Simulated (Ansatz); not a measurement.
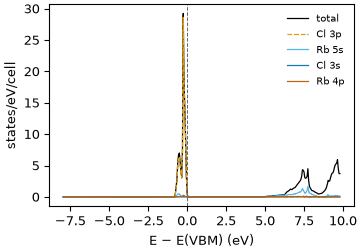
Figure: Total and projected density of states of RbCl (rock salt, Fm-3m), plane-wave PAW PBE (Ansatz code)

Which orbitals carry the states next to the gap?

Top 1 eV of the valence band: Cl 3p 96 %. Bottom 1 eV of the conduction band: Rb 5s 79 %, Cl 3s 12 %. Projections are on Löwdin-orthogonalised atomic valence shells; empty p or d shells of many metals are not among them.

The cell was relaxed with PBE under the symmetry of its start. Spin–orbit coupling is left out wherever it is not named.

Potentials: the later of the program's two PAW sets.
